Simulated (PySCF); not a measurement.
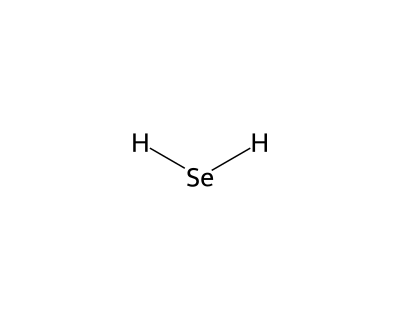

Structural formula above. Computed geometry: PBE0-D3(BJ)/def2-SVP optimisation. No frequency run is at hand to confirm it as a minimum.

What does the molecule look like in three dimensions?

Formula H2Se. SMILES: `[SeH2]`. This geometry has C2v symmetry. Coordination: 1 Se bent.

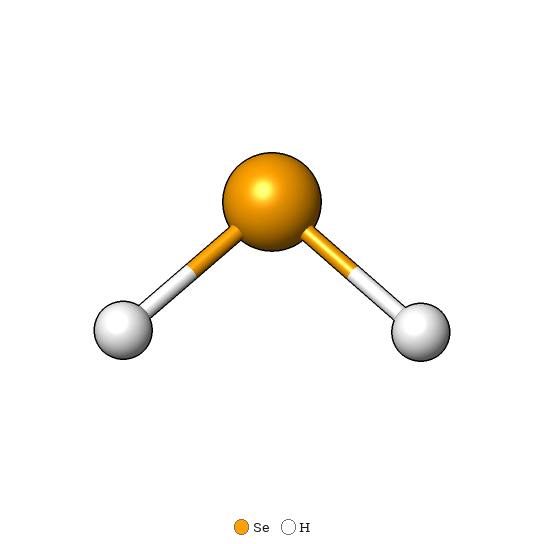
